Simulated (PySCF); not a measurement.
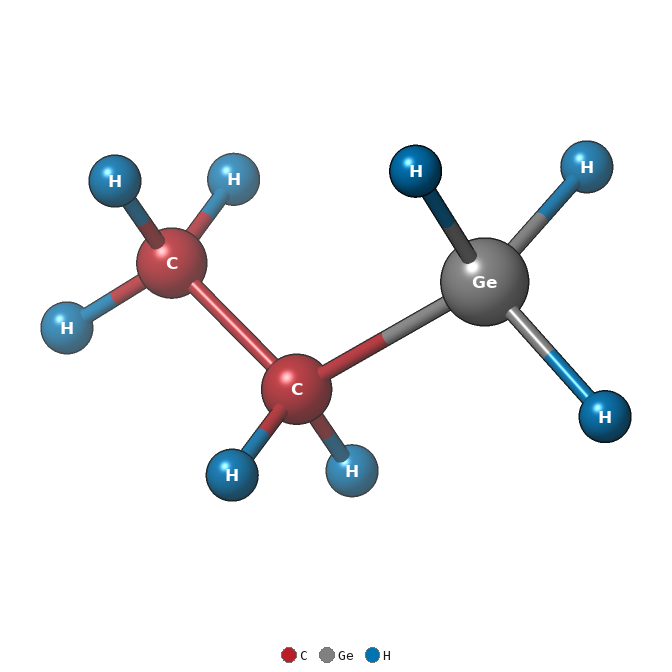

Depth is shown by fading: the farther an atom, the more it takes the colour of the background. Computed geometry: PBE0-D3(BJ)/def2-SVP optimisation. No frequency run is at hand to confirm it as a minimum.

Q: Which symmetry elements does this geometry have?

A: It has 1 mirror plane, so the point group is Cs. The group has 2 operations. The geometry is achiral, and symmetry allows a dipole moment.
